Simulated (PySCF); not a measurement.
SMILES N1[SiH]N[SiH2]N[SiH2]1 (H8N3Si3), doublet at its PBE0/def2-SVP optimised geometry (Å):

```
14

N     -2.2132    -1.1537     1.4646
Si    -1.1523    -2.0805     2.5051
N      0.3771    -1.2352     2.6018
Si     1.0991    -0.2897     1.3331
N     -0.0186    -0.3386     0.0000
Si    -1.7574    -0.3386     0.0000
H     -3.1879    -1.1148     1.7505
H     -1.7729    -2.1101     3.8806
H      0.8939    -1.3487     3.4701
H      2.3966    -0.8420     0.8270
H      1.3820     1.0901     1.8446
H      0.4109    -0.4839    -0.9087
H     -2.1796    -1.0169    -1.2681
H     -2.3966     1.0169     0.0000
```

Level of theory: unrestricted PBE0/def2-TZVP in PySCF. Cells within 0.4 Å of a nucleus heavier than hydrogen are left out (blank, or x).

Map of the HOMO−1 amplitude (α) (bohr^(-3/2)) on the plane z = 0.0 Å; orbital energy -7.50 eV, overall sign arbitrary:

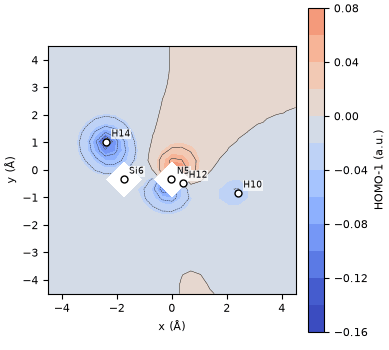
Figure. HOMO−1 amplitude (α) (bohr^(-3/2)) on the plane z = 0.0 Å.
